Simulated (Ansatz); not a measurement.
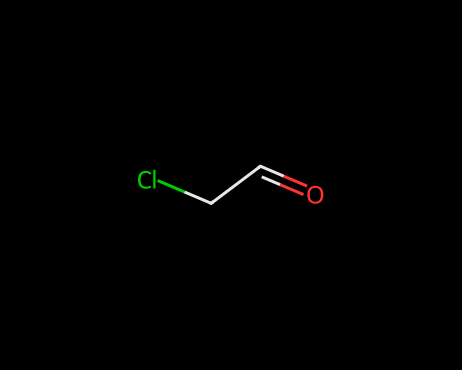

Figure made from data computed with Ansatz.

A structural formula.

> Give its SMILES.

O=CCCl

> What is the molecular formula?

C2H3ClO.

> An optimisation with PBE-D4/def2-SVP gave a structure of which point group?

C1. Other conformers may differ.
